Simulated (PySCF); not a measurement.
Geometry relaxation, with input and output: C$_{2}$H$_{5}$OSi (part 5 of 5)

C$_{2}$H$_{5}$OSi, multiplicity 2, SMILES [CH2][SiH2]C=O; HF/STO-3G, UHF (PySCF 2.14.0). The geometry comes from this level: GFN2-xTB symmetrised.

Geometry of the input (Å):
```
C  -0.9062  1.6703  -0.1776
Si -0.2320  0.3145  0.8377
C  0.8639  -0.6307  -0.4615
O  0.4896  -1.5875  -1.0786
H  -1.7866  1.5477  -0.7856
H  -0.3703  2.5886  -0.3495
H  0.7122  0.7444  1.8720
H  -1.2183  -0.6418  1.3285
H  1.8607  -0.1905  -0.6691
```

**Trajectory as extended XYZ, continued**
```
9
Properties=species:S:1:pos:R:3:forces:R:3 step=26 energy=-11893.91931
C    -0.9134    1.7415   -0.1406    0.0000   0.0000   0.0000
Si   -0.2082    0.2768    0.7199    0.0000   0.0000   0.0000
C     0.9020   -0.6957   -0.4680    0.0000   0.0000   0.0000
O     0.7419   -1.8653   -0.7890    0.0000   0.0000   0.0000
H    -1.8510    1.7037   -0.6757    0.0000   0.0000   0.0000
H    -0.3724    2.6714   -0.2397    0.0000   0.0000   0.0000
H     0.5988    0.7014    1.8139    0.0000   0.0000   0.0000
H    -1.2465   -0.5749    1.1904    0.0000   0.0000   0.0000
H     1.7620   -0.1439   -0.8951    0.0000   0.0000   0.0000
9
Properties=species:S:1:pos:R:3:forces:R:3 step=27 energy=-11893.91931
C    -0.9134    1.7415   -0.1406    0.0000   0.0000   0.0000
Si   -0.2082    0.2768    0.7199    0.0000   0.0000   0.0000
C     0.9020   -0.6957   -0.4680    0.0000   0.0000   0.0000
O     0.7419   -1.8653   -0.7890    0.0000   0.0000   0.0000
H    -1.8511    1.7037   -0.6756    0.0000   0.0000   0.0000
H    -0.3724    2.6714   -0.2398    0.0000   0.0000   0.0000
H     0.5988    0.7014    1.8139    0.0000   0.0000   0.0000
H    -1.2465   -0.5749    1.1904    0.0000   0.0000   0.0000
H     1.7620   -0.1439   -0.8951    0.0000   0.0000   0.0000
9
Properties=species:S:1:pos:R:3:forces:R:3 step=28 energy=-11893.91931
C    -0.9134    1.7415   -0.1406    0.0000   0.0000   0.0000
Si   -0.2082    0.2768    0.7199    0.0000   0.0000   0.0000
C     0.9020   -0.6957   -0.4680    0.0000   0.0000   0.0000
O     0.7419   -1.8653   -0.7890    0.0000   0.0000   0.0000
H    -1.8511    1.7037   -0.6756    0.0000   0.0000   0.0000
H    -0.3724    2.6714   -0.2397    0.0000   0.0000   0.0000
H     0.5988    0.7014    1.8139    0.0000   0.0000   0.0000
H    -1.2465   -0.5749    1.1904    0.0000   0.0000   0.0000
H     1.7620   -0.1439   -0.8951    0.0000   0.0000   0.0000
```

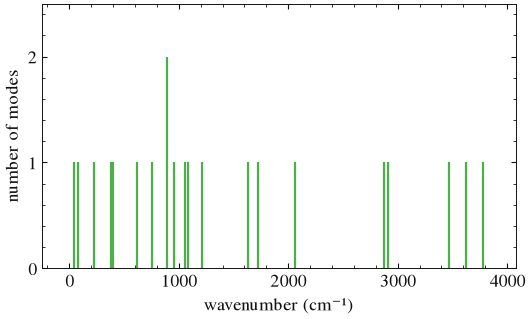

**Figure 1.** Harmonic vibrational wavenumbers from the force constants; neighbouring modes closer than 17 cm⁻¹ are counted in one stick. 21 modes from 46 to 3784 cm⁻¹, none imaginary.

**Results in brief**

| quantity | value |
| --- | --- |
| outcome | converged |
| total energy | −437.093473 hartree |
| basis functions | 29 |
| ⟨S²⟩ | 0.767 |
| zero-point energy | 0.069835 hartree |
| dipole moment | 1.76 D |
| wavenumbers, lowest and highest | 46 and 3784 cm⁻¹ |
| hardware | 1 thread of Arm Neoverse V2, 24 GiB of memory available, shared host |
| wall time | 22 s |
| peak memory | 0.14 GiB |
